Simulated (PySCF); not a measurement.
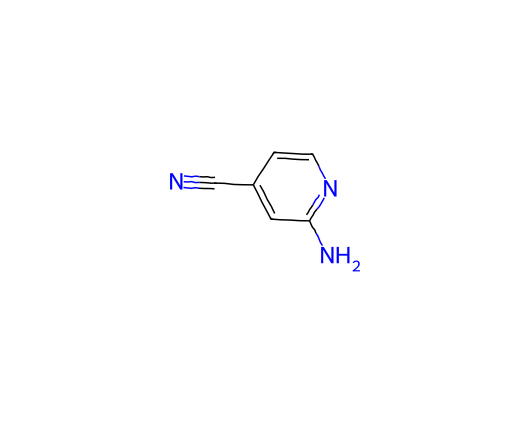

The drawing above gives the connectivity. The geometry was computed by an optimisation with PBE0-D3(BJ)/def2-TZVP. No frequency run is at hand to confirm it as a minimum.

What does the molecule look like in three dimensions?

It has 14 atoms: 6 carbon, 5 hydrogen and 3 nitrogen (C6H5N3). As SMILES it reads `N#Cc1ccnc(N)c1`. Independent rings (smallest set): 1 of 6 members, 1 of them aromatic. Among its groups: nitrile. This geometry has C1 symmetry. Coordination, clear cases only: 1 C linear; 5 C trigonal planar; 1 N bent.

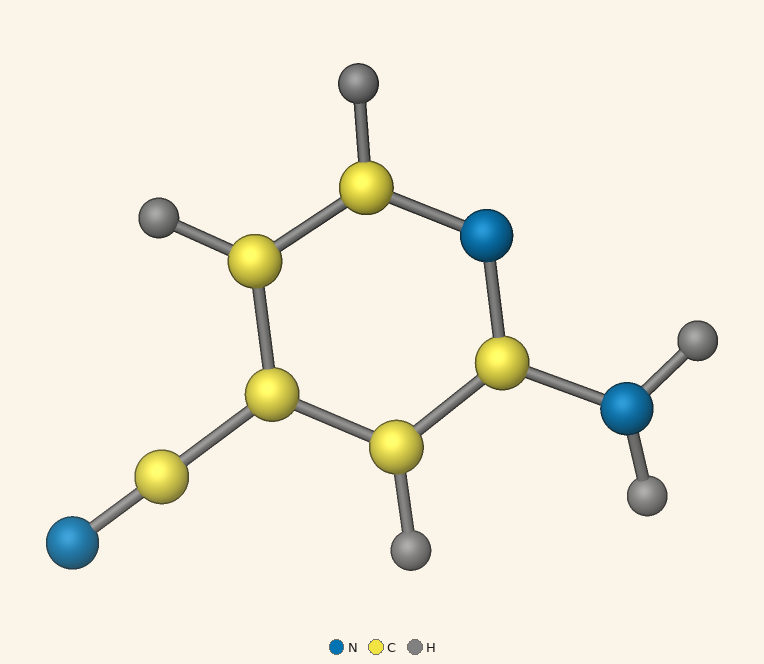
